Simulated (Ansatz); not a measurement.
Molecular dynamics of CH$_{6}$AlFSi (part 1 of 2)

- system: CH$_{6}$AlFSi, SMILES [CH3][AlH][SiH2]F
- method: RKS revPBE-d3bj/6-31G* (Ansatz 0.2.0)

The geometry comes from this level: PBE0-D4/def2-TZVP. Figures and captions count atoms from 1; the log counts them from 0 in places.

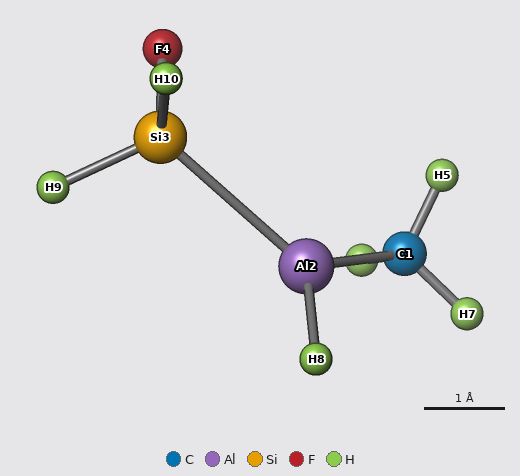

Fig. 1: The input geometry (ball-and-stick view, seen at a tilt; atoms are numbered from 1 in the order of the input). Sticks mark near contacts.

**Results in brief**

| quantity | value |
| --- | --- |
| outcome | finished |
| mean temperature over the second half | 262 K |
| trajectory | 30 steps, 30 fs |
| ensemble | nve |
| temperature in the input | 500 K |
| time step | 1 fs |
| potential energy (last step) | −18322.0095 eV |
| mean-field energy (last step) | −18321.6122 eV |
| dispersion energy (last step) | −0.3973 eV |
| SCF solution under orbital rotations (last step) | stable |
| largest force (length of the vector) (last step) | 2.198 eV/Å |
| dipole moment (last step) | 1.18 D |
| hardware | 2 threads of Arm Neoverse V2, 23 GiB of memory available, shared host |
| wall time | 38 s (CPU time 74 s) |
| peak memory | 0.46 GiB |

**Notes**

So short a trajectory is not equilibrated.

**Input file**
```yaml
crystal:
  periodic: [false, false, false]
  atoms:
    - {symbol: C, position_ang: [-1.575372, 0.371828, -1.030699]}
    - {symbol: Al, position_ang: [-0.463779, -0.781160, 0.082061]}
    - {symbol: Si, position_ang: [1.720090, 0.011658, 0.925361]}
    - {symbol: F, position_ang: [2.020779, 1.516649, 0.417621]}
    - {symbol: H, position_ang: [-1.020541, 0.707510, -1.913192]}
    - {symbol: H, position_ang: [-1.849915, 1.280025, -0.482918]}
    - {symbol: H, position_ang: [-2.494669, -0.111630, -1.367703]}
    - {symbol: H, position_ang: [-0.914808, -2.254199, 0.487523]}
    - {symbol: H, position_ang: [1.796263, 0.039406, 2.416640]}
    - {symbol: H, position_ang: [2.865052, -0.831288, 0.468305]}
basis:
  gaussian: {orbitals: "6-31G*"}
hamiltonian: {xc: {name: revPBE}, dispersion: d3bj}
md: {timestep: 1 fs, n_steps: 30, ensemble: nve, temperature: 500, initial_velocities: maxwell_boltzmann, seed: 421}
```

Command:
```bash
ansatz run in.yaml --threads 2 --pin off --events-out ev --progress --plain --max-ram 4352MiB
```

**The program's output**
```
Functional definition: revPBE
  name "revPBE"
  cite "Zhang & Yang, Phys. Rev. Lett. 80, 890 (1998) doi:10.1103/PhysRevLett.80.890"
  cite "Perdew, Burke & Ernzerhof, Phys. Rev. Lett. 77, 3865 (1996) doi:10.1103/PhysRevLett.77.3865"
  parameter kappa = 1.245
  parameter beta = 0.06672455060314922
  exchange = pbe_x(kappa = kappa, mu = beta*pi^2/3)
  correlation = pbe_c(beta = beta)
973 factors; their error is unknown
mean field evaluation 1: about -18314.2119 eV, gradient 5.8e1 eV
mean field evaluation 2: about -18298.7982 eV, gradient 9.5e1 eV
mean field evaluation 4: about -18321.7893 eV, gradient 7.8e0 eV
mean field evaluation 8: about -18321.9076 eV, gradient 2.5e-1 eV
mean field evaluation 16: about -18321.8435 eV, gradient 1.4e-4 eV
mean field -18321.84353976 eV, -673.3153310945 hartree, gradient 2.0e-5 eV, S^2 0.000000; 0 other end points of the search recorded, 0 dependent functions left out
the calculation of the forces begins
reference -18321.84359591 eV, -673.3153331581 hartree; 24, 24 occupied and 56, 56 virtual orbitals, 973 factors
md step     0: t =     0.00 fs  T =   500.0 K  F+E_penalty+E_count = -18322.24760583 eV  E_kin = 0.517040 eV  conserved = -18321.73056583 eV  (26 SCF iters)
these checks for a lower state are left out or cut short: starts, cluster_reference, orbital_swaps, neighbouring_geometries, increment
973 factors; their error is unknown
mean field -18321.82398477 eV, -673.3146124620 hartree, gradient 1.4e-5 eV, S^2 0.000000; 0 other end points of the search recorded, 0 dependent functions left out
the calculation of the forces begins
reference -18321.82404093 eV, -673.3146145259 hartree; 24, 24 occupied and 56, 56 virtual orbitals, 973 factors
md step     1: t =     1.00 fs  T =   482.4 K  F+E_penalty+E_count = -18322.22706695 eV  E_kin = 0.498833 eV  conserved = -18321.72823389 eV  (26 SCF iters, 3 dispersion substeps)
[... from here on the SCF iterations and repeated set-up lines of each step are left out, up to the last step ...]
md step     2: t =     2.00 fs  T =   426.2 K  F+E_penalty+E_count = -18322.16441438 eV  E_kin = 0.440749 eV  conserved = -18321.72366571 eV  (27 SCF iters, 3 dispersion substeps)
md step     3: t =     3.00 fs  T =   387.3 K  F+E_penalty+E_count = -18322.12394952 eV  E_kin = 0.400490 eV  conserved = -18321.72345969 eV  (27 SCF iters, 3 dispersion substeps)
md step     4: t =     4.00 fs  T =   373.8 K  F+E_penalty+E_count = -18322.11208651 eV  E_kin = 0.386494 eV  conserved = -18321.72559205 eV  (28 SCF iters, 3 dispersion substeps)
md step     5: t =     5.00 fs  T =   360.3 K  F+E_penalty+E_count = -18322.09866848 eV  E_kin = 0.372612 eV  conserved = -18321.72605650 eV  (28 SCF iters, 3 dispersion substeps)
md step     6: t =     6.00 fs  T =   337.0 K  F+E_penalty+E_count = -18322.07366232 eV  E_kin = 0.348463 eV  conserved = -18321.72519930 eV  (27 SCF iters, 3 dispersion substeps)
md step     7: t =     7.00 fs  T =   314.5 K  F+E_penalty+E_count = -18322.04917715 eV  E_kin = 0.325240 eV  conserved = -18321.72393765 eV  (28 SCF iters, 3 dispersion substeps)
md step     8: t =     8.00 fs  T =   311.2 K  F+E_penalty+E_count = -18322.04503332 eV  E_kin = 0.321834 eV  conserved = -18321.72319917 eV  (28 SCF iters, 3 dispersion substeps)
md step     9: t =     9.00 fs  T =   334.5 K  F+E_penalty+E_count = -18322.07090731 eV  E_kin = 0.345932 eV  conserved = -18321.72497525 eV  (27 SCF iters, 3 dispersion substeps)
md step    10: t =    10.00 fs  T =   358.4 K  F+E_penalty+E_count = -18322.09929894 eV  E_kin = 0.370596 eV  conserved = -18321.72870279 eV  (27 SCF iters, 3 dispersion substeps)
md step    11: t =    11.00 fs  T =   337.7 K  F+E_penalty+E_count = -18322.07847912 eV  E_kin = 0.349160 eV  conserved = -18321.72931943 eV  (27 SCF iters, 3 dispersion substeps)
md step    12: t =    12.00 fs  T =   270.2 K  F+E_penalty+E_count = -18322.00393266 eV  E_kin = 0.279364 eV  conserved = -18321.72456850 eV  (27 SCF iters, 3 dispersion substeps)
md step    13: t =    13.00 fs  T =   215.8 K  F+E_penalty+E_count = -18321.94433379 eV  E_kin = 0.223205 eV  conserved = -18321.72112894 eV  (27 SCF iters, 3 dispersion substeps)
md step    14: t =    14.00 fs  T =   217.7 K  F+E_penalty+E_count = -18321.94884587 eV  E_kin = 0.225121 eV  conserved = -18321.72372524 eV  (27 SCF iters, 3 dispersion substeps)
md step    15: t =    15.00 fs  T =   247.3 K  F+E_penalty+E_count = -18321.98278663 eV  E_kin = 0.255694 eV  conserved = -18321.72709313 eV  (27 SCF iters, 3 dispersion substeps)
md step    16: t =    16.00 fs  T =   257.7 K  F+E_penalty+E_count = -18321.99405525 eV  E_kin = 0.266472 eV  conserved = -18321.72758291 eV  (27 SCF iters, 3 dispersion substeps)
md step    17: t =    17.00 fs  T =   236.1 K  F+E_penalty+E_count = -18321.97028295 eV  E_kin = 0.244124 eV  conserved = -18321.72615896 eV  (28 SCF iters, 3 dispersion substeps)
md step    18: t =    18.00 fs  T =   200.9 K  F+E_penalty+E_count = -18321.93164816 eV  E_kin = 0.207721 eV  conserved = -18321.72392755 eV  (28 SCF iters, 3 dispersion substeps)
md step    19: t =    19.00 fs  T =   184.0 K  F+E_penalty+E_count = -18321.91245317 eV  E_kin = 0.190280 eV  conserved = -18321.72217305 eV  (27 SCF iters, 3 dispersion substeps)
md step    20: t =    20.00 fs  T =   207.8 K  F+E_penalty+E_count = -18321.93800403 eV  E_kin = 0.214914 eV  conserved = -18321.72308966 eV  (28 SCF iters, 3 dispersion substeps)
md step    21: t =    21.00 fs  T =   258.1 K  F+E_penalty+E_count = -18321.99351200 eV  E_kin = 0.266916 eV  conserved = -18321.72659558 eV  (28 SCF iters, 3 dispersion substeps)
md step    22: t =    22.00 fs  T =   290.6 K  F+E_penalty+E_count = -18322.02907164 eV  E_kin = 0.300546 eV  conserved = -18321.72852600 eV  (28 SCF iters, 3 dispersion substeps)
md step    23: t =    23.00 fs  T =   285.1 K  F+E_penalty+E_count = -18322.02060972 eV  E_kin = 0.294866 eV  conserved = -18321.72574373 eV  (28 SCF iters, 3 dispersion substeps)
md step    24: t =    24.00 fs  T =   276.8 K  F+E_penalty+E_count = -18322.00919528 eV  E_kin = 0.286210 eV  conserved = -18321.72298532 eV  (28 SCF iters, 3 dispersion substeps)
md step    25: t =    25.00 fs  T =   297.5 K  F+E_penalty+E_count = -18322.03313180 eV  E_kin = 0.307680 eV  conserved = -18321.72545173 eV  (28 SCF iters, 3 dispersion substeps)
md step    26: t =    26.00 fs  T =   320.9 K  F+E_penalty+E_count = -18322.06005052 eV  E_kin = 0.331843 eV  conserved = -18321.72820779 eV  (28 SCF iters, 3 dispersion substeps)
md step    27: t =    27.00 fs  T =   311.3 K  F+E_penalty+E_count = -18322.04908905 eV  E_kin = 0.321864 eV  conserved = -18321.72722525 eV  (27 SCF iters, 3 dispersion substeps)
md step    28: t =    28.00 fs  T =   277.2 K  F+E_penalty+E_count = -18322.01111606 eV  E_kin = 0.286680 eV  conserved = -18321.72443570 eV  (28 SCF iters, 3 dispersion substeps)
md step    29: t =    29.00 fs  T =   256.1 K  F+E_penalty+E_count = -18321.98715363 eV  E_kin = 0.264819 eV  conserved = -18321.72233458 eV  (27 SCF iters, 3 dispersion substeps)
these checks for a lower state are left out or cut short: starts, cluster_reference, orbital_swaps, neighbouring_geometries, increment
973 factors; their error is unknown
mean field -18321.61216906 eV, -673.3068283783 hartree, gradient 1.8e-5 eV, S^2 0.000000; 0 other end points of the search recorded, 0 dependent functions left out
the calculation of the forces begins
reference -18321.61222618 eV, -673.3068304774 hartree; 24, 24 occupied and 56, 56 virtual orbitals, 973 factors
973 factors; their error is unknown
mean field evaluation 256: about -18321.6760 eV, gradient 3.0e-1 eV
mean field -18321.61216906 eV, -673.3068283783 hartree, gradient 1.8e-5 eV, S^2 0.000000; 1 other end points of the search recorded, 0 dependent functions left out
the calculation of the forces begins
reference -18321.61222618 eV, -673.3068304774 hartree; 24, 24 occupied and 56, 56 virtual orbitals, 973 factors
md step    30: t =    30.00 fs  T =   277.6 K  F+E_penalty+E_count = -18322.00947231 eV  E_kin = 0.287077 eV  conserved = -18321.72239485 eV  (27 SCF iters, 3 dispersion substeps)
```

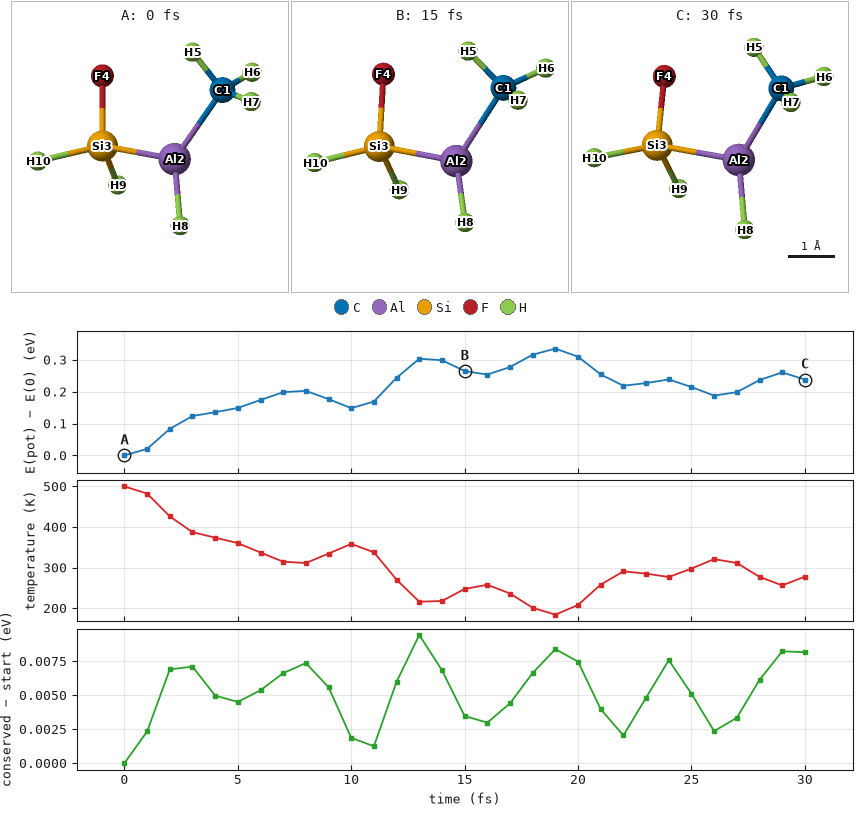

Fig. 2: Frames of the molecular dynamics (ball-and-stick, seen at a tilt) above the curves, on which the letters mark them. The trajectory kept here has 31 frames over 30 fs. The temperature starts at 500 K, ranges from 184 to 500 K and averages 262 K over the second half. The potential energy ends 0.238 eV above its first value. The conserved quantity stays within 0.0094 eV. After an unweighted best fit of the last frame on the first, the root-mean-square displacement is 0.26 Å.

```
Total energy: -18322.00952943 eV, -673.3214311024 hartree
Atom 0 at    -1.601247     0.339610    -1.148400 Å, force    -0.509409    -1.959395    -0.145162 eV/Å
Atom 1 at    -0.533331    -0.736453     0.160077 Å, force     0.613310    -0.088663    -0.287901 eV/Å
Atom 2 at     1.814299    -0.026870     0.865323 Å, force    -2.146851     0.219314     0.418170 eV/Å
Atom 3 at     2.004714     1.550917     0.491405 Å, force     0.322158     0.460269    -0.212930 eV/Å
Atom 4 at    -0.941303     0.965931    -1.739028 Å, force     0.398089    -0.033921    -0.758287 eV/Å
Atom 5 at    -2.263194     1.053364    -0.686819 Å, force    -0.860377     0.386384     0.522471 eV/Å
Atom 6 at    -2.235150    -0.431810    -1.757657 Å, force     0.954871     1.428771     0.586249 eV/Å
Atom 7 at    -0.979682    -2.233868     0.644272 Å, force    -0.085747     0.258598    -0.004215 eV/Å
Atom 8 at     1.719400    -0.098980     2.364505 Å, force     0.361253    -0.110175     0.191194 eV/Å
Atom 9 at     2.929312    -0.810002     0.379712 Å, force     0.952701    -0.561182    -0.309589 eV/Å
Dipole moment:    -0.197698    -0.125292    -0.073768 e Å
```

**Trajectory as extended XYZ (Å, eV, eV/Å), 31 frames, from step=0 to step=30**
```
10
Properties=species:S:1:pos:R:3:forces:R:3 step=0 time_fs=0.0 energy=-18322.24761 temperature=500.0
C    -1.5754    0.3718   -1.0307    0.0081  -0.0298   0.0147
Al   -0.4638   -0.7812    0.0821    0.2675  -0.0462   0.1646
Si    1.7201    0.0117    0.9254   -0.3097  -0.6011   0.0992
F     2.0208    1.5166    0.4176    0.1663   1.0219  -0.3652
H    -1.0205    0.7075   -1.9132    0.1696   0.1264  -0.3073
H    -1.8499    1.2800   -0.4829   -0.1042   0.3161   0.1683
H    -2.4947   -0.1116   -1.3677   -0.3269  -0.1568  -0.1264
H    -0.9148   -2.2542    0.4875   -0.0861  -0.2672   0.0718
H     1.7963    0.0394    2.4166    0.0011  -0.0946   0.3347
H     2.8651   -0.8313    0.4683    0.2144  -0.2687  -0.0544
10
Properties=species:S:1:pos:R:3:forces:R:3 step=1 time_fs=1.0 energy=-18322.22707 temperature=482.4
C    -1.5826    0.3707   -1.0380    1.1497   1.1708   0.4788
Al   -0.4644   -0.7807    0.0877    0.1707   0.0090   0.0633
Si    1.7214    0.0089    0.9221    0.1991  -0.7617  -0.0509
F     2.0208    1.5205    0.4199    0.1185   0.8724  -0.3223
H    -0.9952    0.7270   -1.9108   -0.1511  -0.1258   0.0057
H    -1.8717    1.3067   -0.4981    0.0189  -0.3425  -0.1194
H    -2.4618   -0.1303   -1.3631   -1.2027  -0.5570  -0.5498
H    -0.9330   -2.2582    0.4723   -0.0525  -0.2119   0.0758
H     1.7980    0.0282    2.4120   -0.0232  -0.0724   0.3681
H     2.9118   -0.8383    0.4818   -0.2275   0.0190   0.0505
10
Properties=species:S:1:pos:R:3:forces:R:3 step=2 time_fs=2.0 energy=-18322.16441 temperature=426.2
C    -1.5890    0.3705   -1.0449    1.8553   2.0145   0.7389
Al   -0.4650   -0.7803    0.0933    0.0597   0.0251  -0.0279
Si    1.7227    0.0059    0.9188    0.6457  -0.8436  -0.1075
F     2.0209    1.5247    0.4219    0.0703   0.7013  -0.2722
H    -0.9713    0.7452   -1.9084   -0.4502  -0.3599   0.2586
H    -1.8934    1.3301   -0.5145    0.1025  -0.8530  -0.3155
H    -2.4405   -0.1544   -1.3638   -1.6248  -0.7560  -0.8024
H    -0.9516   -2.2643    0.4579   -0.0073  -0.1273   0.0729
H     1.7995    0.0164    2.4110   -0.0483  -0.0507   0.3378
H     2.9564   -0.8452    0.4958   -0.6029   0.2495   0.1173
10
Properties=species:S:1:pos:R:3:forces:R:3 step=3 time_fs=3.0 energy=-18322.12395 temperature=387.3
C    -1.5938    0.3720   -1.0513    1.7811   2.1357   0.7160
Al   -0.4655   -0.7798    0.0989   -0.0641   0.0115  -0.1138
Si    1.7243    0.0027    0.9155    0.9964  -0.8384  -0.0734
F     2.0211    1.5294    0.4239    0.0224   0.5157  -0.2174
H    -0.9517    0.7600   -1.9034   -0.6493  -0.5275   0.3700
H    -1.9140    1.3454   -0.5339    0.1241  -1.1265  -0.3835
H    -2.4347   -0.1857   -1.3721   -1.3027  -0.5220  -0.7596
H    -0.9704   -2.2715    0.4441    0.0460  -0.0261   0.0676
H     1.8006    0.0040    2.4131   -0.0743  -0.0291   0.2513
H     2.9952   -0.8496    0.5109   -0.8795   0.4067   0.1428
10
Properties=species:S:1:pos:R:3:forces:R:3 step=4 time_fs=4.0 energy=-18322.11209 temperature=373.8
C    -1.5972    0.3751   -1.0570    1.1445   1.5742   0.5059
Al   -0.4661   -0.7793    0.1045   -0.1968  -0.0177  -0.1986
Si    1.7262   -0.0009    0.9122    1.2420  -0.7550   0.0286
F     2.0212    1.5343    0.4257   -0.0239   0.3224  -0.1605
H    -0.9384    0.7698   -1.8950   -0.7088  -0.6039   0.3194
H    -1.9335    1.3498   -0.5569    0.0769  -1.1387  -0.3231
H    -2.4414   -0.2220   -1.3877   -0.4845   0.0565  -0.4956
H    -0.9887   -2.2790    0.4310    0.1023   0.0775   0.0640
H     1.8009   -0.0086    2.4177   -0.1007  -0.0072   0.1273
H     3.0256   -0.8502    0.5273   -1.0510   0.4920   0.1326
10
Properties=species:S:1:pos:R:3:forces:R:3 step=5 time_fs=5.0 energy=-18322.09867 temperature=360.3
C    -1.5997    0.3796   -1.0624    0.4168   0.6244   0.2795
Al   -0.4667   -0.7789    0.1100   -0.3306  -0.0472  -0.2843
Si    1.7285   -0.0048    0.9089    1.3814  -0.6063   0.1689
F     2.0214    1.5393    0.4274   -0.0678   0.1276  -0.1038
H    -0.9318    0.7737   -1.8834   -0.6196  -0.5826   0.1201
H    -1.9523    1.3434   -0.5831   -0.0435  -0.8917  -0.1460
H    -2.4527   -0.2577   -1.4080    0.3533   0.6782  -0.1827
H    -1.0060   -2.2858    0.4185    0.1565   0.1704   0.0647
H     1.8003   -0.0213    2.4235   -0.1262   0.0149  -0.0101
H     3.0459   -0.8460    0.5451   -1.1204   0.5122   0.0937
10
Properties=species:S:1:pos:R:3:forces:R:3 step=6 time_fs=6.0 energy=-18322.07366 temperature=337.0
C    -1.6019    0.3845   -1.0675   -0.1156  -0.4576   0.1354
Al   -0.4674   -0.7784    0.1154   -0.4541  -0.0634  -0.3698
Si    1.7313   -0.0088    0.9056    1.4107  -0.4006   0.3214
F     2.0215    1.5444    0.4291   -0.1082  -0.0638  -0.0491
H    -0.9311    0.7721   -1.8708   -0.3986  -0.4711  -0.1891
H    -1.9714    1.3284   -0.6106   -0.2332  -0.4190   0.1207
H    -2.4607   -0.2870   -1.4301    0.9335   1.1252   0.0665
H    -1.0218   -2.2909    0.4067    0.2034   0.2423   0.0711
H     1.7985   -0.0338    2.4291   -0.1494   0.0369  -0.1381
H     3.0555   -0.8370    0.5637   -1.0885   0.4711   0.0310
10
Properties=species:S:1:pos:R:3:forces:R:3 step=7 time_fs=7.0 energy=-18322.04918 temperature=314.5
C    -1.6041    0.3891   -1.0726   -0.3836  -1.4667   0.0955
Al   -0.4684   -0.7780    0.1207   -0.5563  -0.0567  -0.4525
Si    1.7346   -0.0130    0.9025    1.3187  -0.1401   0.4674
F     2.0215    1.5495    0.4308   -0.1439  -0.2474   0.0023
H    -0.9343    0.7660   -1.8599   -0.0996  -0.2950  -0.5347
H    -1.9928    1.3095   -0.6370   -0.4562   0.1675   0.4138
H    -2.4597   -0.3054   -1.4516    1.1992   1.3270   0.2170
H    -1.0357   -2.2938    0.3955    0.2387   0.2861   0.0830
H     1.7952   -0.0460    2.4335   -0.1687   0.0579  -0.2384
H     3.0547   -0.8234    0.5826   -0.9484   0.3675  -0.0532
10
Properties=species:S:1:pos:R:3:forces:R:3 step=8 time_fs=8.0 energy=-18322.04503 temperature=311.2
C    -1.6067    0.3924   -1.0775   -0.4045  -2.1311   0.1597
Al   -0.4695   -0.7776    0.1258   -0.6292  -0.0223  -0.5310
Si    1.7384   -0.0172    0.8995    1.0908   0.1775   0.5952
F     2.0215    1.5545    0.4324   -0.1739  -0.4202   0.0495
H    -0.9384    0.7571   -1.8542    0.1799  -0.1010  -0.8023
H    -2.0186    1.2921   -0.6594   -0.6194   0.6488   0.6245
H    -2.4472   -0.3112   -1.4710    1.1683   1.2758   0.2614
H    -1.0473   -2.2938    0.3851    0.2595   0.2979   0.0999
H     1.7903   -0.0577    2.4356   -0.1825   0.0771  -0.2993
H     3.0448   -0.8063    0.6010   -0.6890   0.1976  -0.1575
```
